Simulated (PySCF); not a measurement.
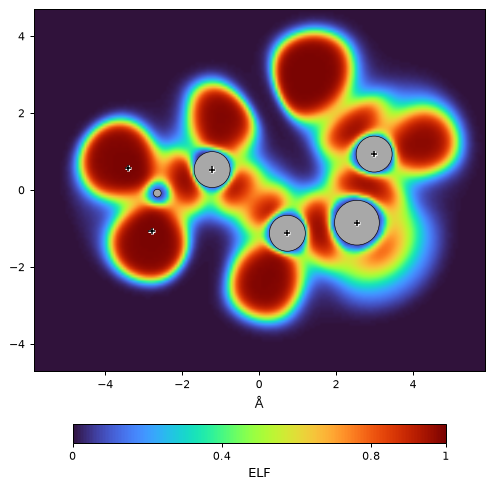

The ELF on a plane through atoms (crosses mark nuclei in the plane; grey discs cover the cores).

Method: PBE0/pcSseg-1, SCF density, gas phase, non-relativistic in PySCF 2.14.0.

Candidates:
A. C4H9NSSi (SMILES C=CN(C)C([SiH3])=S)
B. C2H11B4P (SMILES BBPBCBC)
C. C3H11FNSi2 (SMILES CN(C)[Si-](F)C[SiH3]) (charge −1)

Which candidate gave the map?

Candidate B: C2H11B4P on the plane of atoms B2, P3 and B4, which holds B, P and H. B–P (1.83 Å): the ELF peaks at about 0.95 between the atoms, as expected for localised, covalent bonding.
